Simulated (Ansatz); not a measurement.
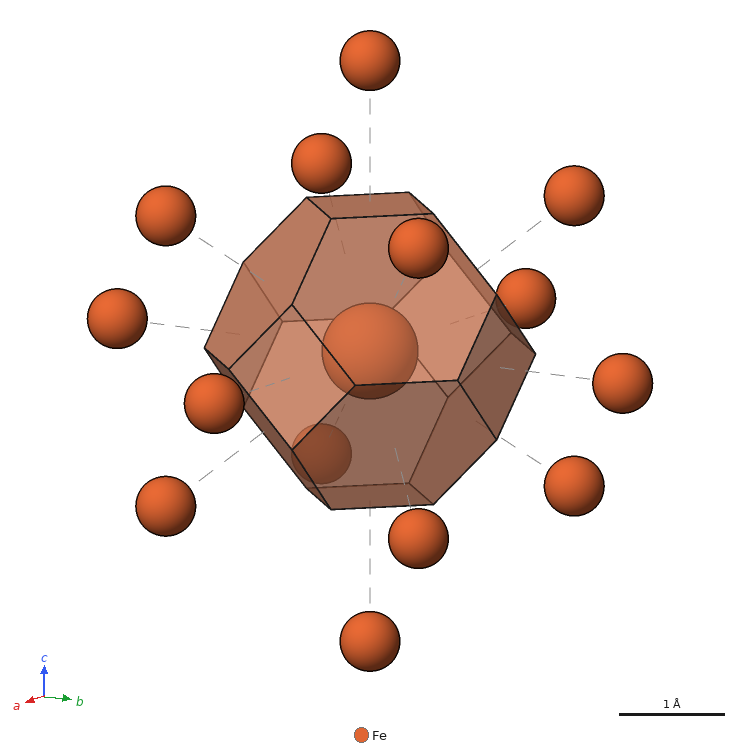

Voronoi–Dirichlet polyhedron, computed geometrically; every face belongs to one neighbour and no atomic radii are used. Central atom: Fe (2a) in Fe; faces take the colour of the neighbour behind them. Source: the geometry relaxed with DFT, RPBE, plane waves (420 eV) with PAW, scalar-relativistic in Ansatz.

Fe, space group Im-3m (No. 229), a = 2.833 Å, b = 2.833 Å, c = 2.833 Å, α = 90.00°, β = 90.00°, γ = 90.00°

```
site  Wyckoff       x       y       z
  Fe       2a  0.0000  0.0000  0.0000
```

**What is the volume of this Voronoi cell?**

11.4 Å³, equal to the mean volume per atom.

**How many faces does the cell have, and of which kinds?**

14 faces, index ⟨0,6,0,8⟩: a truncated octahedron, as in the body-centred cubic structure.

**Tabulate the neighbours by distance and solid angle.**

```csv
neighbour,faces,distance (Å),solid angle (% of sphere)
Fe,8,2.45,78.7
Fe,6,2.83,21.3
```
